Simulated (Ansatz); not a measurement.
System: CdP.

Calculation (Ansatz 0.2.0): a formula put on the sites of a structure type, uncorrected energy per atom over the elements' standard states (H N O F Cl as gases), plane-wave PAW DFT, cell and atoms relaxed at 0 K and 0 GPa, spin start parallel or as listed, metals to 4 meV/atom. Level: PBE, no spin polarisation.

- wave cutoff: 420 eV

The names give the starting types; a cell can relax into another structure.

Predict the formation energy of each starting structure type. The cases: AuCd (B19); zinc blende type; LiPd type; ScGa type; HCl type.

The lowest is ScGa type, at 0.146 eV/atom; the next, HCl type, is 0.083 eV/atom higher. In rising order: ScGa type (0.146), HCl type (0.229), zinc blende type (0.274), AuCd (B19) (0.373), LiPd type (0.498), in eV/atom. The volume per atom, in Å³, is 19.62 for AuCd (B19), 25.77 for zinc blende type, 19.26 for LiPd type, 21.19 for ScGa type and 20.39 for HCl type. The final space group number is 123 for AuCd (B19), 216 for zinc blende type, 187 for LiPd type, 63 for ScGa type and 225 for HCl type.

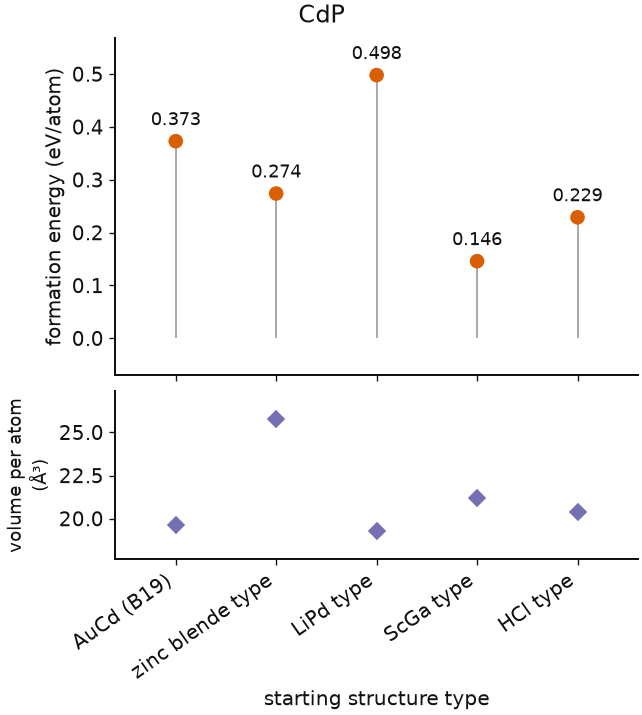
